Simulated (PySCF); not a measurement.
# B2PLYP/STO-3G run of H2O2 (hydrogen peroxide)

Aim: the vertical singlet–triplet gap of H2O2 (hydrogen peroxide) at B2PLYP/STO-3G, from 2 runs. The job is set up through a Python script.

Program for the calculation: PySCF 2.14.0.

8 further runs of the same task are left out: 8 set aside as unsound or not needed.

### Step 1. The molecule

The species is H2O2 (4 atoms), meant as a singlet with charge 0. SMILES: `OO`. The shape is that of a PBE0-D4/def2-TZVP optimisation.

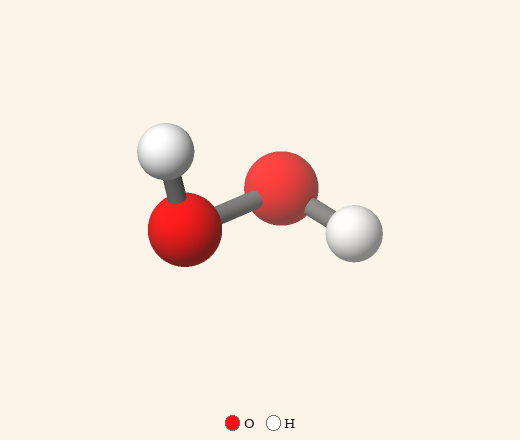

The structure, seen from a chosen angle (oxygen red, hydrogen white).

### Step 2. The energy at B2PLYP/STO-3G

Input file input.py:

```python
# OO
from pyscf import gto, dft, mp

molecule = gto.Mole()
molecule.atom = [
    ('O', (-0.486800, -0.581100, 0.030600)),
    ('O', (0.048300, 0.728400, 0.206900)),
    ('H', (0.186400, -1.117000, 0.467400)),
    ('H', (0.252100, 0.969800, -0.704900)),
]
molecule.basis = 'sto-3g'
molecule.spin = 0
molecule.charge = 0
molecule.verbose = 3
molecule.max_memory = 1860
molecule.build()

mf = dft.RKS(molecule)
mf.xc = '0.53*HF + 0.47*B88, 0.73*LYP'
mf.conv_tol = 1e-10
mf.grids.level = 5
mf.kernel()
if not mf.converged:
    mf = mf.newton().run(mf.mo_coeff, mf.mo_occ)

pt = mp.MP2(mf, frozen=2).run()
e_final = mf.e_tot + 0.27 * pt.e_corr
print('PT2 part  %.8f' % (0.27 * pt.e_corr))
print('E = %.10f Eh' % e_final)
```

On the command line:

```console
$ OMP_NUM_THREADS=1 python input.py
```

Output:

```text
converged SCF energy = -149.219432414673
E(RMP2) = -149.318479655907  E_corr = -0.0990472412335501
E(SCS-RMP2) = -149.331795743848  E_corr = -0.112363329174638
PT2 part  -0.02674276
E = -149.2461751698 Eh
```

Wall time 1.5 s (1 thread of Arm Neoverse V2, shared host); peak memory 0.17 GiB.

### Step 3. The triplet

Input file calc.py:

```python
from pyscf import gto, dft, mp

mol = gto.M(
    atom='''
O     -0.919919    -1.098120     0.057826
O      0.091274     1.376477     0.390984
H      0.352245    -2.110824     0.883258
H      0.476400     1.832656    -1.332068
''',
    max_memory=1860,
    unit='bohr',
    verbose=4,
    basis='sto-3g',
    spin=2,
)

myscf = dft.UKS(mol, xc='0.53*HF + 0.47*B88, 0.73*LYP')
myscf.grids.level = 5
myscf.conv_tol = 1e-10
myscf.kernel()
if not myscf.converged:
    myscf = myscf.newton().run(myscf.mo_coeff, myscf.mo_occ)

pt = mp.MP2(myscf, frozen=2).run()
e_final = myscf.e_tot + 0.27 * pt.e_corr
print('PT2 part  %.8f' % (0.27 * pt.e_corr))
print('E(%s) = %.9f' % ('B2PLYP', e_final))
```

On the command line:

```console
$ OMP_NUM_THREADS=1 python calc.py
```

Output:

```text
PySCF version 2.14.0

[INPUT] num. atoms = 4
[INPUT] num. electrons = 18
[INPUT] charge = 0
[INPUT] spin (= nelec alpha-beta = 2S) = 2
[INPUT] symmetry False subgroup None
[INPUT] Mole.unit = bohr
[INPUT] Symbol           X                Y                Z      unit          X                Y                Z       unit  Magmom
[INPUT]  1 O     -0.486800170692  -0.581100078855   0.030600201399 AA   -0.919919000000  -1.098120000000   0.057826000000 Bohr   0.0
[INPUT]  2 O      0.048300120750   0.728400259756   0.206899822634 AA    0.091274000000   1.376477000000   0.390984000000 Bohr   0.0
[INPUT]  3 H      0.186400026661  -1.116999957063   0.467400004963 AA    0.352245000000  -2.110824000000   0.883258000000 Bohr   0.0
[INPUT]  4 H      0.252100023282   0.969799790656  -0.704900028996 AA    0.476400000000   1.832656000000  -1.332068000000 Bohr   0.0

[... 43 lines left out ...]
WARN: HOMO 0.0642196884220007 >= LUMO -0.291368552313729
[... 42 lines left out ...]
converged SCF energy = -148.989277907788  <S^2> = 2.0026361  2S+1 = 3.0017569
[... 1 line left out ...]
******** <class 'pyscf.mp.ump2.UMP2'> ********
nocc = (np.int64(8), np.int64(6)), nmo = (10, 10)
frozen orbitals 2
E(UMP2) = -149.083134563886  E_corr = -0.0938566560978921
E(SCS-UMP2) = -149.068802276853  E_corr = -0.07952436906491
E_corr(same-spin) = -0.0381964825991082
E_corr(oppo-spin) = -0.0556601734987839
PT2 part  -0.02534130
E(B2PLYP) = -149.014619205
```

Wall time 2.4 s (1 thread of Arm Neoverse V2, shared host); peak memory 0.18 GiB.

### Step 4. Summary of results

At B2PLYP/STO-3G, 2 core orbitals frozen:

| quantity | value |
| --- | --- |
| singlet: total energy | -149.24618 Eh |
| singlet: dipole moment (SCF part) | 1.54 D |
| singlet: HOMO energy (SCF part's orbitals) | -6.21 eV |
| singlet: LUMO energy (SCF part's orbitals) | 8.95 eV |
| singlet: HOMO–LUMO gap (SCF part's orbitals) | 15.16 eV |
| triplet: total energy | -149.01462 Eh |
| triplet: dipole moment (SCF part) | 1.14 D |
| triplet: HOMO energy (SCF part's orbitals) (highest over α and β) | 0.23 eV |
| triplet: LUMO energy (SCF part's orbitals) (lowest over α and β) | 2.84 eV |
| triplet: ⟨S²⟩ | 2.003 |
| vertical energy of the triplet above the singlet | 6.301 eV |

**Reading.** At this shape the triplet lies 6.30 eV (608 kJ/mol) above the singlet. In a minimal basis such a difference can be off by several eV, whatever the method.
